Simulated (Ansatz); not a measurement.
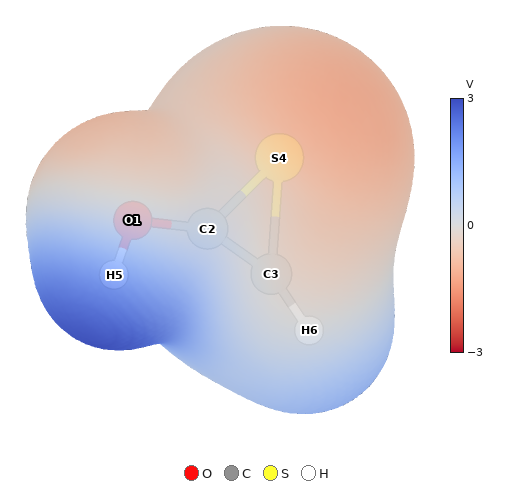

The picture shows: C$_{2}$H$_{2}$OS. The molecular electrostatic potential painted on the density surface at 0.001 e/bohr³, seen at a tilt; red is negative and blue positive.

Computed with UKS PBE0/def2-SVP (Ansatz 0.2.0).

The calculation's input:

```
crystal:
  periodic: [false, false, false]
  atoms:
    - { symbol: O, position_ang: [-0.5383, 0.4773, -1.3182] }
    - { symbol: C, position_ang: [-0.117, -0.2198, -0.3528] }
    - { symbol: C, position_ang: [0.3227, -0.2413, 0.8474] }
    - { symbol: S, position_ang: [0.3267, -1.773, 0.0542] }
    - { symbol: H, position_ang: [-0.5899, 1.4368, -1.0412] }
    - { symbol: H, position_ang: [0.6379, 0.256, 1.7644] }
magnetization:
  spin_polarized: true
basis:
  gaussian: { orbitals: def2-SVP }
hamiltonian:
  xc: pbe0
relax:
  f_tol: 0.02
  max_steps: 50
output:
  orbitals: {}
```

Launched as:

```sh
ansatz run input.yaml --threads 2 --pin off --max-ram 3072MiB --backend cpu --events-out ev --progress --plain --runs-dir out
```

The fields are those of the relaxed geometry.

Question: Which sites attract a positive test charge, and which a negative one?

Answer: A positive charge is drawn to the negative regions and a negative charge to the positive ones. The most negative region (about −1.2 V) lies over S4, the most positive (about +2.8 V) over H5.
